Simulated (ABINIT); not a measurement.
# A GW chain in ABINIT: SrTiO3 (Tausonite), part 2 of 2

Wanted: ground state, empty states, screening and self-energy for SrTiO3 (Tausonite).

ABINIT 10.8.3; PBE and many-body steps on it, plane waves. Known limits of the many-body steps: not at the basis limit; no spin-orbit coupling; coarse k mesh.

So far. Step 3 (Empty states on the mesh, 4×4×4 mesh, 184 bands): On this mesh the gap is 1.908 eV. Step 4 (Screening, 4×4×4 mesh, 176 bands, screening to 163.3 eV): Local fields lower ε∞ by 5 %. On a Γ-centred mesh this coarse the value itself is usually too large, while a short band sum pulls it down.

**5. Self-energy, 4×4×4 mesh, 176 bands, screening to 163.3 eV**

The self-energy is evaluated for the states that the input lists, and the levels follow from it, in one-shot runs by the linearised quasiparticle equation.

This step: G0W0 on PBE, plane waves, norm-conserving pseudopotentials.

run.abi reads:

```
acell 3*1.0 Angstrom
rprim 
  3.905280000000 0.000000000000 0.000000000000
  0.000000000000 3.905280000000 0.000000000000
  0.000000000000 0.000000000000 3.905280000000
ntypat 3
znucl 38 22 8
natom 5
typat 1 2 3 3 3
xred 
  0.500000000000 0.500000000000 0.500000000000
  0.000000000000 0.000000000000 0.000000000000
  0.500000000000 0.000000000000 0.000000000000
  0.000000000000 0.500000000000 0.000000000000
  0.000000000000 0.000000000000 0.500000000000
pp_dirpath "pseudos"
pseudos "Sr.upf, Ti.upf, O.upf"
ecut 38
ngkpt 4 4 4
nshiftk 1
shiftk 0 0 0
kptopt 1
chksymbreak 0
istwfk *1
occopt 1
irdwfk 1
optdriver 4
nband 176
gwcalctyp 0
ecutsigx 38
symsigma 1
nkptgw 2
kptgw 
  0.5000000000 0.5000000000 0.5000000000
  0.0000000000 0.0000000000 0.0000000000
bdgw 
  18 23
  18 23
ecuteps 6
irdscr 1
ppmodel 1
indata_prefix "in"
outdata_prefix "out"
tmpdata_prefix "tmp"
```

The run is started by

```
> OMP_NUM_THREADS=1 mpirun -n 8 abinit run.abi > log
```

Numbers of over 12 decimals in the logs are rounded to 6 here.

The log of the run:

```text
.Version 10.8.3 of ABINIT. v10.8.2 released Aug 2026.

 Symmetries : space group Pm -3 m (#221); Bravais cP (primitive cubic)
[... echo of the input left out ...]
== DATASET  1 ==================================================================
-   mpi_nproc: 8, omp_nthreads: 1 (-1 if OMP is not activated)

--- !DatasetInfo
iteration_state: {dtset: 1, }
dimensions: {natom: 5, nkpt: 10, mband: 176, nsppol: 1, nspinor: 1, nspden: 1, mpw: 4632, }
cutoff_energies: {ecut:  38.0, pawecutdg:  -1.0, }
electrons: {nelect:   4.00000000E+01, charge:   0.00000000E+00, occopt:   1.00000000E+00, tsmear:   1.00000000E-02, }

 SIGMA: Calculation of the GW corrections

 Based on a program developped by R.W. Godby, V. Olevano, G. Onida, and L. Reining.
 Incorporated in ABINIT by V. Olevano, G.-M. Rignanese, and M. Torrent.
.Using double precision arithmetic ; gwpc =  8

[... cell and pseudopotentials left out ...]
--------------------------------------------------------------------------------

 ==== K-mesh for the wavefunctions ====
 Number of points in the irreducible wedge :    10
[... list of points left out ...]
 Together with 48 symmetry operations and time-reversal symmetry
 yields    64 points in the full Brillouin Zone.

 ==== Q-mesh for screening function ====
 Number of points in the irreducible wedge :    10
[... list of points left out ...]
 Together with 48 symmetry operations and time-reversal symmetry
 yields    64 points in the full Brillouin Zone.

 vcoul_init : cutoff-mode = AUXILIARY_FUNCTION
 q-points for optical limit:   1
     1)      0.000010    0.000020    0.000030
 setmesh: FFT mesh size selected  =    45x   45x   45
          total number of points  =        91125

 Number of electrons calculated from density =   40.0000; Expected =   40.0000
 average of density, n =  0.099519
 r_s =    1.3387
 omega_plasma =   30.4305 [eV]

 === KS Band Gaps ===
  >>>> For spin  1
   Minimum direct gap =   2.2628 [eV], located at k-point      :   0.0000  0.0000  0.0000
   Fundamental gap    =   1.9077 [eV], Top of valence bands at :   0.5000  0.5000  0.5000
                                       Bottom of conduction at :   0.0000  0.0000  0.0000
 SIGMA fundamental parameters:
 PLASMON POLE MODEL  1
 number of plane-waves for SigmaX                 4457
 number of plane-waves for SigmaC and W            257
 number of plane-waves for wavefunctions          4457
 number of bands                                   176
 number of independent spin polarizations            1
 number of spinorial components                      1
 number of k-points in IBZ                          10
 number of q-points in IBZ                          10
 number of symmetry operations                      48
 number of k-points in BZ                           64
 number of q-points in BZ                           64
 number of frequencies for dSigma/dE                 9
 frequency step for dSigma/dE [eV]                0.25
 number of omega for Sigma on real axis              0
 max omega for Sigma on real axis  [eV]           0.00
 zcut for avoiding poles [eV]                     0.10

 EPSILON^-1 parameters (SCR file):
 dimension of the eps^-1 matrix on file            257
 dimension of the eps^-1 matrix used               257
 number of plane-waves for wavefunctions          4457
 number of bands                                   176
 number of q-points in IBZ                          10
 number of frequencies                               2
 number of real frequencies                          1
 number of imag frequencies                          1

 matrix elements of self-energy operator (all in [eV])

 Perturbative Calculation

--- !SelfEnergy_ee
iteration_state: {dtset: 1, }
kpoint     : [   0.500,    0.500,    0.500, ]
spin       : 1
KS_gap     :    4.517
QP_gap     :    6.394
Delta_QP_KS:    1.877
data: !SigmaeeData |
     Band     E0 <VxcDFT>   SigX SigC(E0)      Z dSigC/dE  Sig(E)    E-E0       E
       18   6.925 -20.195 -25.189   4.793   0.769  -0.301 -20.349  -0.155   6.771
       19   6.925 -20.195 -25.189   4.793   0.769  -0.301 -20.349  -0.155   6.771
       20   6.925 -20.195 -25.189   4.793   0.769  -0.301 -20.349  -0.155   6.771
       21  11.442 -21.983 -12.959  -6.680   0.735  -0.361 -20.261   1.723  13.165
       22  11.442 -21.983 -12.959  -6.680   0.735  -0.361 -20.261   1.723  13.165
       23  11.442 -21.983 -12.959  -6.680   0.735  -0.361 -20.261   1.723  13.165

--- !SelfEnergy_ee
iteration_state: {dtset: 1, }
kpoint     : [   0.000,    0.000,    0.000, ]
spin       : 1
KS_gap     :    2.263
QP_gap     :    3.838
Delta_QP_KS:    1.575
data: !SigmaeeData |
     Band     E0 <VxcDFT>   SigX SigC(E0)      Z dSigC/dE  Sig(E)    E-E0       E
       18   6.570 -20.542 -25.366   4.610   0.773  -0.293 -20.708  -0.166   6.405
       19   6.570 -20.542 -25.366   4.610   0.773  -0.293 -20.708  -0.166   6.405
       20   6.570 -20.542 -25.366   4.610   0.773  -0.293 -20.708  -0.166   6.405
       21   8.833 -18.883 -11.450  -5.631   0.782  -0.278 -17.473   1.410  10.242
       22   8.833 -18.883 -11.450  -5.631   0.782  -0.278 -17.473   1.410  10.242
       23   8.833 -18.883 -11.450  -5.631   0.782  -0.278 -17.473   1.410  10.242

== END DATASET(S) ==============================================================
================================================================================

 -outvars: echo values of variables after computation  --------
           etotal      0.0000000000E+00
            nband         176
             nkpt          10
          spgroup         221
 [... the other variables as echoed above ...]

 Calculation completed.
```

It took 20 s on 8 MPI ranks of Intel Xeon Platinum 8375C at 2.90GHz (Ice Lake), shared host; peak memory 2.1 GiB.

This step gave:

* G0W0 gap on the points computed: 3.471 eV
* starting gap on the mesh: 1.908 eV
* k of the valence top: 0.5, 0.5, 0.5
* k of the conduction bottom: 0, 0, 0
* Z at the valence top: 0.769
* Z at the conduction bottom: 0.782
* least direct G0W0 gap on the computed points: 3.837 eV

The gap on the mesh goes from 1.91 eV to 3.47 eV, a correction of +1.56 eV.

Limits: finite bands, cutoff and mesh; no spin-orbit coupling; coarse k mesh. v1 is the top filled band, c1 the lowest empty one. Levels before and after the correction, in eV, zero at the valence-band top of each column:

```
           conduction bottom  valence top
Kohn-Sham               1.91         0.00
     G0W0               3.47         0.00
```

|  | level | energy (eV) |
| --- | --- | --- |
| Kohn-Sham | (0.5 0.5 0.5) v3-v1 | 0.000 |
| Kohn-Sham | (0.5 0.5 0.5) c1-c3 | 4.517 |
| Kohn-Sham | Γ v3-v1 | -0.355 |
| Kohn-Sham | Γ c1-c3 | 1.908 |
| G0W0 | (0.5 0.5 0.5) v3-v1 | 0.000 |
| G0W0 | (0.5 0.5 0.5) c1-c3 | 6.394 |
| G0W0 | Γ v3-v1 | -0.366 |
| G0W0 | Γ c1-c3 | 3.471 |

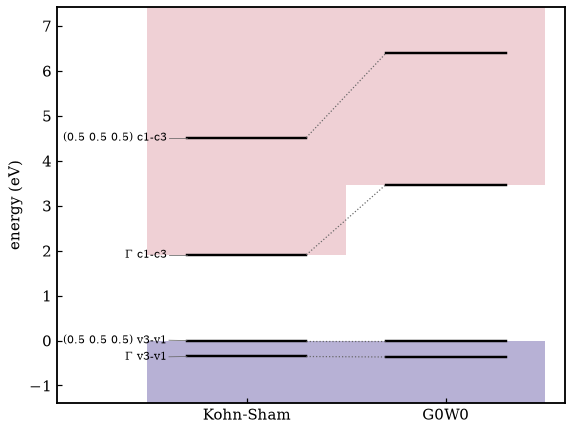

Levels before and after the correction. Shaded: valence and conduction bands.

**6. Where the time went**

Times are wall times on 8 MPI ranks of Intel Xeon Platinum 8375C at 2.90GHz (Ice Lake), shared host, good to a factor of about two.

```
                    step     time  share  memory (GiB)
            ground state     54 s   12 %          0.74
empty states on the mesh  3.7 min   49 %           9.2
               screening  2.6 min   34 %           2.4
             self-energy     20 s    4 %           2.1
```

**7. Outcome**

```
PBE gap              : 1.91 eV, indirect
G0W0 gap on the mesh : 3.47 eV
GW settings          : 4×4×4 mesh, 176 bands, screening to 163.3 eV, Godby-Needs plasmon pole
known limits         : not at the basis limit; no spin-orbit coupling; coarse k mesh
```

In words: G0W0 moves the gap on the mesh from 1.91 eV to 3.47 eV (+1.56 eV), with Z of 0.77 and 0.78 at the edges. Local fields lower the RPA ε∞ on this mesh from 6.77 to 6.40; a Γ-centred mesh this coarse tends to raise both, most where the direct gap is narrow, while a short band sum lowers them. Only 2 of the mesh's irreducible points were corrected, so a valley elsewhere could overtake. Against experiment, by G0W0@PBE: the direct gap of 3.84 eV lies +0.07 eV from the measured 3.77 eV (direct, 300 K, 2013). An exciton line or allowed optical edge lies below the quasiparticle gap by the binding energy; a forbidden edge can push the onset above it. The calculation has static nuclei and no excitons; a measured gap holds zero-point and thermal motion, which mostly lowers it. Bands and cutoff are finite, so the gap is not at the basis limit. The miss can reach some tenths of an eV and take either sign; the mesh is an error of its own. In the G0W0 run levels were corrected at 2 k points alone, so a gap called «on the mesh» is the least over those, and an edge elsewhere would be missed. The 4×4×4 mesh is coarse for this cell, which bears on the long-range parts of exchange and screening. This is the ideal cubic cell; many perovskites, halides above all, are cubic only on average, and local tilts or off-centring can widen the gap. The many-body steps are scalar-relativistic: spin-orbit coupling is not in them.

[Paths, hosts, dates, memory and timing lines, banners, echoed tables and standing remarks are left out of the program output.]

[Logs are printed without paths, hosts, clocks, repeated set-up lines and the standing remarks that a program may print on its own settings, such as how far it seeks lower states.]

[Runs of the session that timed out or met a known fault of the program may be left out.]

[Hosts, paths, dates, database ids (printed as entryN), source tags and the programs' standing remarks are cut or masked in the printed files.]

[G0W0 gaps are taken among the corrected bands and points alone; a level outside them can change the order at an edge.]

[Where Ansatz stands beside ABINIT at settings called matched, ABINIT's density can come from a denser mesh and the files from another edition; pairs whose starting gaps differed by over 0.03 eV were left out, so agreement reads better than it is.]
